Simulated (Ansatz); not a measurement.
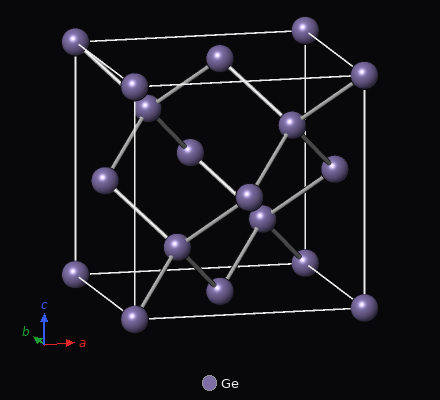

Ge (Fd-3m, No. 227): the input geometry of an electronic-structure calculation (not necessarily at equilibrium).

```
CELL_PARAMETERS angstrom
5.76080 0.00000 0.00000
0.00000 5.76080 0.00000
0.00000 0.00000 5.76080
ATOMIC_POSITIONS crystal
Ge 0.50000 0.00000 0.50000
Ge 0.25000 0.25000 0.25000
Ge 0.50000 0.50000 0.00000
Ge 0.25000 0.75000 0.75000
Ge 0.00000 0.00000 0.00000
Ge 0.75000 0.25000 0.75000
Ge 0.00000 0.50000 0.50000
Ge 0.75000 0.75000 0.25000
```

What will a projected-potential map along [210] show? Computed as the sum of neutral-atom potentials (tabulated electron scattering factors, B = 0.5 Å²) projected along the beam and smoothed by 0.25 Å; brighter is more positive. The display is stretched by a gamma of 0.7; percentages refer to the linear signal.

Answer. The columns repeat on a centred rectangular net of 1.29 × 2.88 Å (plane group c2mm). All columns are alike (Ge). The shortest distance between visible columns is 1.29 Å in projection. Along the beam the structure repeats every 12.88 Å.

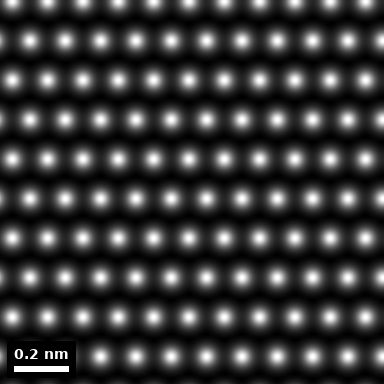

The simulated image.

What mean inner potential do neutral atoms give for this crystal?

Answer. About 15 V (the sum of the forward scattering factors over the cell volume; bonding usually lowers the true value).
